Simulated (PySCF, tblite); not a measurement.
# C5H14AlN: geometry, infrared bands, NMR shifts, electronic excitations and core binding energies, part 2 of 2

tblite 0.8.0 and PySCF 2.14.0. Atoms count from 0.

**6. Excited states and response: wB97X-D/def2-SVPD**

The job: settings as JSON, then the geometry in Å.

```
{"job": {"kind": "uv", "xc": "wB97X-D", "basis": "def2-SVPD", "ip": true}, "charge": 0, "multiplicity": 1}
C      3.370025    -0.243105     0.444577
C      1.964618    -0.397677    -0.119731
C      1.216634     0.931579    -0.280905
Al    -0.614973     0.795775    -0.984771
N     -1.890371     0.044900     0.023096
C     -1.670062    -0.434693     1.363844
C     -3.249447    -0.142273    -0.418297
H      3.987793     0.399254    -0.203884
H      3.345527     0.225228     1.442159
H      3.882778    -1.212927     0.541987
H      1.388160    -1.079582     0.531157
H      2.024820    -0.914057    -1.094856
H      1.186550     1.454193     0.694907
H      1.793754     1.599439    -0.946971
H     -1.080548     1.294693    -2.421973
H     -1.873137    -1.520637     1.456207
H     -0.628508    -0.266129     1.678717
H     -2.324883     0.074972     2.099163
H     -3.542001    -1.211589    -0.415908
H     -3.384457     0.236643    -1.443180
H     -3.973332     0.388315     0.232460
```

Level: TDDFT wB97X-D/def2-SVPD, vertical, gas phase, core orbitals frozen in the response.

What it wrote:

```text
coarse grid: 16800 points
cycle   1  E = -495.7056257620  dE =  4.185e-01  |g| = 4.157e-01  |ddm| = 5.859e+00
cycle   2  E = -495.7167019584  dE = -1.108e-02  |g| = 4.083e-01  |ddm| = 1.066e+00
cycle   3  E = -495.7536809363  dE = -3.698e-02  |g| = 5.289e-02  |ddm| = 4.531e-01
cycle   4  E = -495.7543493490  dE = -6.684e-04  |g| = 2.777e-02  |ddm| = 1.076e-01
cycle   5  E = -495.7545500873  dE = -2.007e-04  |g| = 3.507e-03  |ddm| = 4.013e-02
cycle   6  E = -495.7545563391  dE = -6.252e-06  |g| = 1.263e-03  |ddm| = 1.149e-02
final grid: 154136 points
cycle   7  E = -495.8287593102  dE = -1.496e-04  |g| = 5.352e-03  |ddm| = 1.337e-01
cycle   8  E = -495.8287630342  dE = -3.724e-06  |g| = 4.546e-03  |ddm| = 1.914e-02
cycle   9  E = -495.8287678669  dE = -4.833e-06  |g| = 7.335e-04  |ddm| = 5.746e-03
cycle  10  E = -495.8287679841  dE = -1.172e-07  |g| = 4.146e-04  |ddm| = 1.994e-03
cycle  11  E = -495.8287680289  dE = -4.477e-08  |g| = 7.120e-05  |ddm| = 6.636e-04
cycle  12  E = -495.8287680309  dE = -2.076e-09  |g| = 2.017e-05  |ddm| = 2.132e-04
cycle  13  E = -495.8287680312  dE = -2.673e-10  |g| = 8.059e-06  |ddm| = 9.973e-05
converged SCF energy = -495.8287680312

Static polarisability (au): isotropic 99.873, principal 83.515 98.722 117.381

Singlet excitations
state   eV       nm        f      main configurations
  1   5.3262    232.8   0.13774   H->L 0.97
  2   5.7824    214.4   0.00593   H->L+1 0.72, H->L+2 0.08
  3   5.8667    211.3   0.00242   H-1->L 0.94
  4   6.7738    183.0   0.03330   H->L+2 0.54, H->L+4 0.35
  5   7.0415    176.1   0.00367   H->L+5 0.38, H->L+4 0.16, H->L+2 0.16
  6   7.1532    173.3   0.07932   H-1->L+1 0.81
  7   7.2031    172.1   0.06285   H-2->L 0.72, H->L+3 0.09
  8   7.3625    168.4   0.00111   H->L+3 0.52, H->L+1 0.16, H->L+4 0.13
  9   7.6635    161.8   0.01578   H->L+7 0.55, H->L+5 0.10, H->L+9 0.09
 10   7.8513    157.9   0.03226   H-1->L+2 0.44, H-1->L+4 0.22, H-1->L+3 0.13

Triplet excitations (Tamm-Dancoff, eV): 4.5356 5.5775 5.7167 6.6768
Vertical ionisation energy (delta-SCF) = 8.1971 eV
```

Wall time 2.3 min (1 thread of Arm Neoverse V1, shared host); peak memory 1.2 GiB.

The orbitals next to the gap, with their largest atomic shares:

```
orbital      eV                        atoms
 HOMO−3  -11.08    C1 26 %, C0 13 %, C2 12 %
 HOMO−2  -10.63  Al3 23 %, H14 22 %, N4 21 %
 HOMO−1   -9.34  C2 36 %, Al3 20 %, H14 12 %
   HOMO   -8.13    N4 56 %, C6 10 %, C5 10 %
   LUMO    1.21   Al3 54 %, H14 12 %, N4 9 %
 LUMO+1    1.68                     Al3 64 %
 LUMO+2    2.56    Al3 18 %, C6 16 %, C0 8 %
```

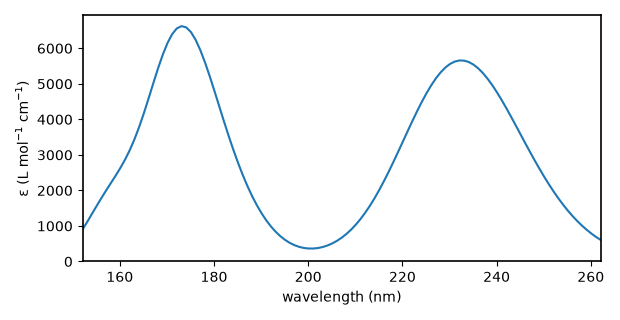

Absorption spectrum: each of the 10 states is a Gaussian band of 0.4 eV half-width at 1/e. Beyond the last state computed it falls off for lack of states.

Further results of this job:

```
           property  computed
  dipole moment (D)      0.74
polarisability (Å³)     14.80
 HOMO–LUMO gap (eV)      9.35
      −ε(HOMO) (eV)      8.13
```

**7. NMR shieldings: PBE/pcSseg-1**

Same as in step 6 but for these lines:

```diff
@@ -1,2 +1,2 @@
-{"job": {"kind": "uv", "xc": "wB97X-D", "basis": "def2-SVPD", "ip": true}, "charge": 0, "multiplicity": 1}
+{"job": {"kind": "nmr", "xc": "PBE", "basis": "pcSseg-1", "pop": false}, "charge": 0, "multiplicity": 1}
 C      3.370025    -0.243105     0.444577
```

With the program's defaults for keys left out, this is: GIAO PBE/pcSseg-1 NMR shielding, non-relativistic, gas phase.

What it wrote:

```text
coarse grid: 16800 points
cycle   1  E = -495.4073709173  dE =  1.742e-01  |g| = 7.724e-01  |ddm| = 3.907e+00
cycle   2  E = -494.8508392639  dE =  5.565e-01  |g| = 1.612e+00  |ddm| = 2.233e+00
cycle   3  E = -495.5388161963  dE = -6.880e-01  |g| = 3.735e-01  |ddm| = 1.712e+00
cycle   4  E = -495.5714420214  dE = -3.263e-02  |g| = 6.970e-02  |ddm| = 3.338e-01
cycle   5  E = -495.5725363009  dE = -1.094e-03  |g| = 2.836e-02  |ddm| = 1.156e-01
cycle   6  E = -495.5727452781  dE = -2.090e-04  |g| = 1.055e-02  |ddm| = 4.046e-02
cycle   7  E = -495.5727730188  dE = -2.774e-05  |g| = 2.477e-03  |ddm| = 9.601e-03
cycle   8  E = -495.5727744566  dE = -1.438e-06  |g| = 5.738e-04  |ddm| = 2.873e-03
final grid: 154136 points
cycle   9  E = -495.6266780203  dE = -1.872e-05  |g| = 1.624e-02  |ddm| = 3.575e-02
cycle  10  E = -495.6265250070  dE =  1.530e-04  |g| = 2.897e-02  |ddm| = 3.943e-02
cycle  11  E = -495.6267419974  dE = -2.170e-04  |g| = 4.861e-03  |ddm| = 2.738e-02
cycle  12  E = -495.6267472104  dE = -5.213e-06  |g| = 6.585e-04  |ddm| = 3.836e-03
cycle  13  E = -495.6267473111  dE = -1.007e-07  |g| = 1.877e-04  |ddm| = 8.811e-04
cycle  14  E = -495.6267473202  dE = -9.022e-09  |g| = 4.406e-05  |ddm| = 1.967e-04
cycle  15  E = -495.6267473206  dE = -4.810e-10  |g| = 1.079e-05  |ddm| = 6.442e-05
converged SCF energy = -495.6267473206

GIAO shielding tensors (ppm)
atom      isotropic    diamagn.    paramagn.     s11        s22        s33       span
  0 C      156.782     244.112     -87.330    140.005    148.293    182.049     42.044
  1 C      157.664     247.519     -89.856    149.147    157.698    166.146     16.999
  2 C      166.251     253.046     -86.795    151.436    160.911    186.407     34.971
  3 Al     333.614     801.708    -468.094    294.323    330.496    376.024     81.701
  4 N      159.018     327.592    -168.574     43.875    213.561    219.618    175.743
  5 C      136.502     246.926    -110.424    109.670    123.646    176.189     66.519
  6 C      136.041     240.304    -104.262    108.963    120.605    178.555     69.592
  7 H       30.306      27.683       2.623     26.816     28.353     35.748      8.932
  8 H       30.315      28.801       1.514     26.843     28.781     35.320      8.477
  9 H       29.882      27.069       2.813     25.466     27.191     36.988     11.522
 10 H       29.736      33.968      -4.231     23.783     30.711     34.715     10.931
 11 H       29.828      32.076      -2.248     24.662     29.918     34.903     10.242
 12 H       30.898      33.744      -2.845     27.886     29.905     34.904      7.018
 13 H       31.055      32.320      -1.265     26.993     29.766     36.405      9.412
 14 H       26.458      31.145      -4.687     22.791     25.030     31.554      8.763
 15 H       28.601      30.641      -2.040     25.002     26.303     34.497      9.494
 16 H       27.756      33.520      -5.764     22.790     29.049     31.427      8.637
 17 H       28.638      29.543      -0.905     24.914     26.215     34.785      9.871
 18 H       28.607      27.346       1.261     24.286     26.593     34.943     10.657
 19 H       27.656      28.233      -0.576     23.450     26.708     32.811      9.361
 20 H       28.616      26.372       2.244     24.297     26.458     35.092     10.796
```

It took 49 s on 1 thread of Arm Neoverse V1, shared host; peak memory 0.76 GiB.

Key values: δ C5 43.8, C0 23.2, C1 22.4, C2 13.8, H14 4.74, H15 2.88 ppm (means over like atoms).

**8. Core holes by ΔSCF: SCAN, X2C**

Same as in step 7 but for these lines:

```diff
@@ -1,2 +1,2 @@
-{"job": {"kind": "nmr", "xc": "PBE", "basis": "pcSseg-1", "pop": false}, "charge": 0, "multiplicity": 1}
+{"job": {"kind": "xps"}, "charge": 0, "multiplicity": 1}
 C      3.370025    -0.243105     0.444577
```

With the program's defaults for keys left out, this is: delta-SCF UKS SCAN, pcX-2 on the ionised atom, pcseg-1 elsewhere, spin-free X2C.

What it wrote:

```text
ground state, core basis on atom 0 (C), 203 functions
  cycle   1  E = -496.33391003  |g| = 6.91e-01
  cycle   2  E = -496.07248101  |g| = 1.19e+00
  cycle   3  E = -496.44994063  |g| = 2.46e-01
  cycle   4  E = -496.46455628  |g| = 5.91e-02
  cycle   5  E = -496.46539521  |g| = 1.80e-02
  cycle   6  E = -496.46548289  |g| = 5.91e-03
  cycle   7  E = -496.46549025  |g| = 1.72e-03
  cycle   8  E = -496.46549067  |g| = 4.21e-04
  E(ground) = -496.51264799 Eh
hole in C 1s of atom 0
  cycle   1  E = -485.23647087  |g| = 1.50e+00
  cycle   2  E = -482.73259708  |g| = 2.28e+00
  cycle   3  E = -485.46913284  |g| = 7.92e-01
  cycle   4  E = -485.69891777  |g| = 4.48e-01
  cycle   5  E = -485.78299800  |g| = 1.64e-01
  cycle   6  E = -485.79601204  |g| = 4.55e-02
  cycle   7  E = -485.79707181  |g| = 1.30e-02
  cycle   8  E = -485.79715625  |g| = 4.72e-03
  cycle   9  E = -485.79717159  |g| = 1.40e-03
  cycle  10  E = -485.79717182  |g| = 7.92e-04
  cycle  11  E = -485.79717256  |g| = 3.39e-04
  E(ion) = -485.84349652 Eh   <S^2> = 0.7678   hole on atom = 1.000   binding energy = 290.322 eV
ground state, core basis on atom 1 (C), 203 functions
  cycle   1  E = -496.46613436  |g| = 5.87e-02
  cycle   2  E = -496.46608246  |g| = 2.40e-02
  cycle   3  E = -496.46613302  |g| = 1.98e-02
  cycle   4  E = -496.46623107  |g| = 7.40e-04
  cycle   5  E = -496.46623055  |g| = 2.96e-04
  E(ground) = -496.51336580 Eh
hole in C 1s of atom 1
  cycle   1  E = -485.22243836  |g| = 1.51e+00
  cycle   2  E = -482.71354352  |g| = 2.41e+00
  cycle   3  E = -485.52602264  |g| = 7.10e-01
  cycle   4  E = -485.65117540  |g| = 5.33e-01
  cycle   5  E = -485.78149588  |g| = 1.49e-01
  cycle   6  E = -485.79316184  |g| = 2.85e-02
  cycle   7  E = -485.79357829  |g| = 1.12e-02
  cycle   8  E = -485.79364477  |g| = 4.42e-03
  cycle   9  E = -485.79365813  |g| = 1.48e-03
  cycle  10  E = -485.79365987  |g| = 6.18e-04
  cycle  11  E = -485.79366068  |g| = 3.72e-04
  E(ion) = -485.83998141 Eh   <S^2> = 0.7699   hole on atom = 1.000   binding energy = 290.438 eV
ground state, core basis on atom 2 (C), 203 functions
  cycle   1  E = -496.46687532  |g| = 5.85e-02
  cycle   2  E = -496.46682399  |g| = 2.33e-02
  cycle   3  E = -496.46684341  |g| = 2.15e-02
  cycle   4  E = -496.46696000  |g| = 2.55e-03
  cycle   5  E = -496.46695993  |g| = 5.32e-04
  cycle   6  E = -496.46696050  |g| = 1.70e-04
  E(ground) = -496.51432256 Eh
hole in C 1s of atom 2
  cycle   1  E = -485.25018417  |g| = 1.51e+00
  cycle   2  E = -484.03042723  |g| = 2.05e+00
  cycle   3  E = -485.69983090  |g| = 5.14e-01
  cycle   4  E = -485.67434948  |g| = 5.47e-01
  cycle   5  E = -485.82626237  |g| = 1.11e-01
  cycle   6  E = -485.83260620  |g| = 2.36e-02
  cycle   7  E = -485.83286727  |g| = 1.06e-02
  cycle   8  E = -485.83292919  |g| = 3.33e-03
  cycle   9  E = -485.83293692  |g| = 1.49e-03
  cycle  10  E = -485.83293872  |g| = 5.11e-04
  cycle  11  E = -485.83294039  |g| = 3.09e-04
  E(ion) = -485.87946942 Eh   <S^2> = 0.7682   hole on atom = 1.000   binding energy = 289.389 eV
ground state, core basis on atom 3 (Al), 214 functions
  cycle   1  E = -496.53849435  |g| = 2.40e-01
  cycle   2  E = -496.53857151  |g| = 4.03e-02
  cycle   3  E = -496.53857683  |g| = 3.01e-02
  cycle   4  E = -496.53871930  |g| = 7.89e-03
  cycle   5  E = -496.53873532  |g| = 8.39e-04
  cycle   6  E = -496.53873507  |g| = 3.42e-04
  E(ground) = -496.54951570 Eh
hole in Al 1s of atom 3
  cycle   1  E = -437.98288940  |g| = 3.98e+00
  cycle   2  E = -437.82021809  |g| = 2.14e+00
  cycle   3  E = -438.45458304  |g| = 9.53e-01
  cycle   4  E = -438.84094110  |g| = 5.52e-01
  cycle   5  E = -438.97139177  |g| = 2.04e-01
  cycle   6  E = -438.99206034  |g| = 5.91e-02
  cycle   7  E = -438.99365879  |g| = 2.18e-02
  cycle   8  E = -438.99391756  |g| = 6.02e-03
  cycle   9  E = -438.99393864  |g| = 2.19e-03
  cycle  10  E = -438.99394244  |g| = 8.44e-04
  cycle  11  E = -438.99394376  |g| = 5.82e-04
  cycle  12  E = -438.99394486  |g| = 4.13e-04
  E(ion) = -439.00875542 Eh   <S^2> = 0.7545   hole on atom = 1.000   binding energy = 1565.764 eV
hole in Al 2p of atom 3
  cycle   1  E = -493.31719720  |g| = 1.07e+00
  cycle   2  E = -492.99886875  |g| = 1.12e+00
  cycle   3  E = -493.43367718  |g| = 5.39e-01
  cycle   4  E = -493.59275507  |g| = 1.56e-01
  cycle   5  E = -493.60190300  |g| = 6.54e-02
  cycle   6  E = -493.60406189  |g| = 2.83e-02
  cycle   7  E = -493.60453540  |g| = 8.08e-03
  cycle   8  E = -493.60459384  |g| = 4.08e-03
  cycle   9  E = -493.60461980  |g| = 2.74e-03
  cycle  10  E = -493.60464971  |g| = 2.20e-03
  cycle  11  E = -493.60467117  |g| = 1.07e-03
  cycle  12  E = -493.60467930  |g| = 6.77e-04
  cycle  13  E = -493.60467835  |g| = 3.32e-04
  E(ion) = -493.62246899 Eh   <S^2> = 0.7840   hole on atom = 1.003   binding energy = 79.649 eV
  2p3/2 = 79.212 eV   2p1/2 = 79.760 eV
ground state, core basis on atom 4 (N), 203 functions
  cycle   1  E = -496.48049406  |g| = 7.45e-02
  cycle   2  E = -496.48033239  |g| = 3.44e-02
  cycle   3  E = -496.48003749  |g| = 5.02e-02
  cycle   4  E = -496.48058395  |g| = 3.78e-03
  cycle   5  E = -496.48058682  |g| = 6.93e-04
  cycle   6  E = -496.48058956  |g| = 1.56e-04
  E(ground) = -496.52618420 Eh
hole in N 1s of atom 4
  cycle   1  E = -480.91588715  |g| = 1.88e+00
  cycle   2  E = -480.07500916  |g| = 2.22e+00
  cycle   3  E = -481.58578826  |g| = 4.08e-01
  cycle   4  E = -481.63792883  |g| = 1.24e-01
  cycle   5  E = -481.64359161  |g| = 6.31e-02
  cycle   6  E = -481.64579917  |g| = 8.46e-03
  cycle   7  E = -481.64583271  |g| = 4.23e-03
  cycle   8  E = -481.64584242  |g| = 1.35e-03
  cycle   9  E = -481.64584365  |g| = 4.22e-04
  E(ion) = -481.69096779 Eh   <S^2> = 0.7666   hole on atom = 1.000   binding energy = 403.687 eV
ground state, core basis on atom 5 (C), 203 functions
  cycle   1  E = -496.46539915  |g| = 5.60e-02
  cycle   2  E = -496.46539005  |g| = 1.12e-02
  cycle   3  E = -496.46532967  |g| = 1.92e-02
  cycle   4  E = -496.46542099  |g| = 2.63e-03
  cycle   5  E = -496.46542290  |g| = 4.54e-04
  E(ground) = -496.51249767 Eh
hole in C 1s of atom 5
  cycle   1  E = -485.20312093  |g| = 1.50e+00
  cycle   2  E = -484.09846114  |g| = 2.03e+00
  cycle   3  E = -485.68096726  |g| = 4.11e-01
  cycle   4  E = -485.72693322  |g| = 2.83e-01
  cycle   5  E = -485.76133409  |g| = 7.97e-02
  cycle   6  E = -485.76395048  |g| = 1.70e-02
  cycle   7  E = -485.76409904  |g| = 8.35e-03
  cycle   8  E = -485.76414401  |g| = 3.96e-03
  cycle   9  E = -485.76415610  |g| = 1.85e-03
  cycle  10  E = -485.76415919  |g| = 9.94e-04
  cycle  11  E = -485.76415982  |g| = 2.65e-04
  E(ion) = -485.81018575 Eh   <S^2> = 0.7711   hole on atom = 1.000   binding energy = 291.225 eV
```

Run time: 1.9 min. Hardware: 1 thread of Arm Neoverse V1, shared host; peak memory 0.76 GiB.

The holes in one table. −ε is the ground-state orbital energy:

```
       hole  stands for                  environment  ΔSCF (eV; 2p as the shell's mean)  −ε (eV)   ⟨S²⟩
  C1s on C0          C0                methyl carbon                             290.32    273.2  0.768
  C1s on C1          C1                      sp3 CH2                             290.44    273.6  0.770
  C1s on C2          C2         sp3 CH2 bonded to Al                             289.39    272.9  0.768
Al1s on Al3         Al3  aluminium bonded to C, N, H                            1565.76   1517.3  0.755
Al2p on Al3         Al3  aluminium bonded to C, N, H                              79.39     69.9  0.784
  N1s on N4          N4   nitrogen bonded to 2 C, Al                             403.69    385.4  0.767
  C1s on C5      C5, C6    methyl carbon bonded to N                             291.22    274.1  0.771
```

Each hole run stands for the others of its class of like atoms.

With the spin-orbit splitting: Al3 2p3/2 79.21, 2p1/2 79.76 eV. The table gives each 2p level as the mean over the whole 2p shell (two parts 2p3/2, one part 2p1/2), which differs a little from the single hole in the log.

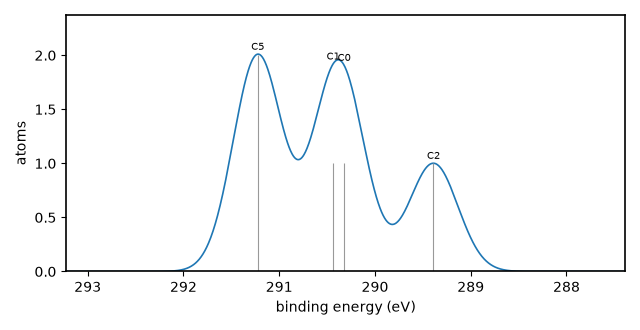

The C1s photoelectron lines, weighted by the number of atoms. Lines are broadened to a width of 0.60 eV (Gaussian).

**9. Side by side: NMR shifts**

Shifts (ppm) of some atoms, chosen among heavy atoms and hydrogens apart, means over like atoms, with basis size and wall time:

```
          run    C5    C1    C2   H14   H15    Al3     N4  functions  time
PBE0/pcSseg-1  42.2  20.3  11.6  4.55  2.75  141.2   85.9        196  36 s
 PBE/pcSseg-1  43.8  22.4  13.8  4.74  2.88  149.2  106.0        196  49 s
```

**10. Results**

What follows sums up all 2 parts.

| quantity | value |
| --- | --- |
| strongest single infrared mode (GFN2-xTB) | 1780 cm⁻¹, 372 km/mol |
| zero-point energy (GFN2-xTB) | 111.0 kcal/mol |
| point group | C1 |
| rotational constants (main isotopes) | 4.24, 0.93, 0.82 GHz |
| ¹³C shifts against TMS (PBE0/pcSseg-1, means over atoms taken as alike) | 42.2, 22.7, 20.3, 11.6 ppm |
| ¹H shifts against TMS (PBE0/pcSseg-1, means over atoms taken as alike) | 4.55, 2.75, 1.32, 1.03, 0.11 ppm |
| ²⁷Al shifts against AlH4- (PBE0/pcSseg-1) | 141.2 ppm |
| ¹⁵N shifts against NH3 (PBE0/pcSseg-1) | 85.9 ppm |
| lowest singlet (wB97X-D/def2-SVPD) | 5.33 eV (233 nm), f = 0.138 |
| lowest triplet | 4.54 eV |
| vertical ionisation energy (ΔSCF) | 8.20 eV |
| C1s binding energies, SCAN/pcX-2 | C5 291.22, C1 290.44, C0 290.32, C2 289.39 eV |
| Al1s binding energies, SCAN/pcX-2 | Al3 1565.76 eV |
| Al2p binding energies, SCAN/pcX-2 | Al3 79.39 eV |
| N1s binding energies, SCAN/pcX-2 | N4 403.69 eV |
| range of the shift of N4 | 85.9 to 106.0 ppm |

What this shows: No mode is imaginary among the 57: a minimum at this level. The strongest single mode, at 1780 cm⁻¹, moves mainly H14. Unscaled tight-binding wavenumbers are off by several per cent, some by more. Its intensities can rank the bands wrongly. The most deshielded carbon is C5, C6 (mean) (methyl carbon bonded to N), at 42.2 ppm: deshielded by the electronegative neighbour. At PBE0/pcSseg-1: The largest span, 155 ppm, is at N4, where the paramagnetic term is -149 ppm. The lowest singlet, at 5.33 eV, is HOMO→LUMO 0.97 and is bright. The lowest triplet lies 0.79 eV below the lowest singlet (triplets in Tamm-Dancoff, singlets in full TDDFT). At wB97X-D/def2-SVPD, the highest states lie near or above the ionisation energy, where they hang on the basis. ΔSCF puts the ionisation energy at 8.20 eV, 0.07 eV above −ε(HOMO). C5 (methyl carbon bonded to N) binds its C1s electron 1.84 eV more tightly than C2 (sp3 CH2 bonded to Al). In ppm, N4 moves most: its shift spreads over 20.1 ppm, from 85.9 (PBE0/pcSseg-1) to 106.0 (PBE/pcSseg-1).
